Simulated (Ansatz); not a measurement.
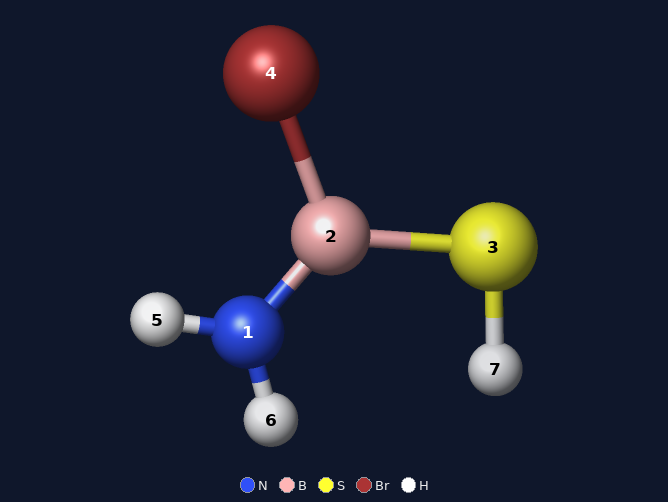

Numbered structure. The computed structure is the end point of a PBE-D4/def2-SVP optimisation. No frequency run is at hand to confirm it as a minimum.

### What is the geometry at B2?

B2 has 3 neighbours (N1 at 1.40, S3 at 1.82, Br4 at 1.95 Å); the arrangement is trigonal planar.

### What is the geometry at S3?

S3 has 2 neighbours (B2 at 1.82, H7 at 1.36 Å); the arrangement is bent.

### What is the geometry at N1?

N1 has 3 neighbours (B2 at 1.40, H5 at 1.02, H6 at 1.02 Å); the arrangement is trigonal planar.
